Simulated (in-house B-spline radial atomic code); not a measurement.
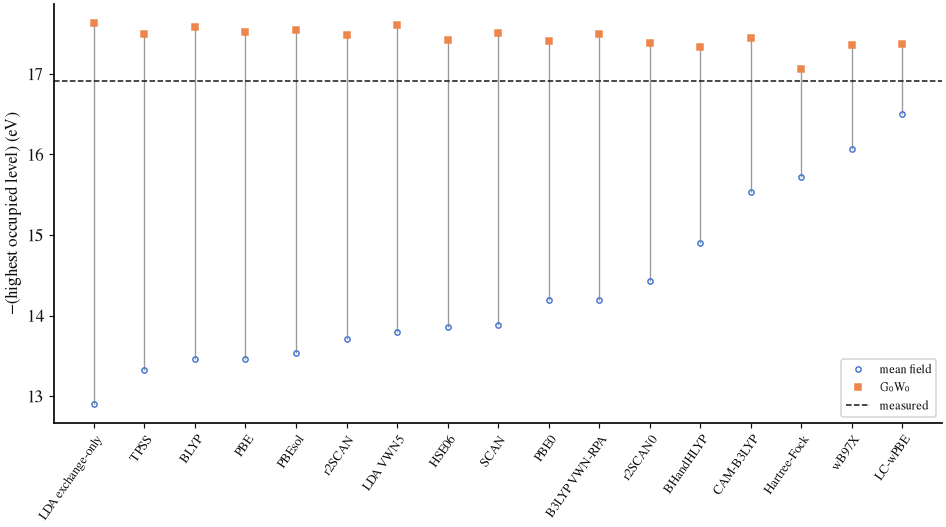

Binding energy of the highest level (5s↑) of an atom or ion with the configuration [Kr] 4d¹⁰ 5s, on 17 mean-field starts and after G₀W₀. All-electron spherical atom, scalar X2C, no spin-orbit coupling, Breit or QED terms; computed with a B-spline radial code.

### Which atom or ion is it?

Cd⁺. The mean-field values spread from 12.90 eV (LDA exchange-only) to 16.51 eV (LC-wPBE); after G₀W₀ they lie between 17.05 eV (Hartree-Fock) and 17.64 eV (LDA exchange-only), so the spread shrinks from 3.61 to 0.58 eV. The measured removal energy is 16.91 eV; the nearest G₀W₀ value is that on Hartree-Fock (17.05 eV).
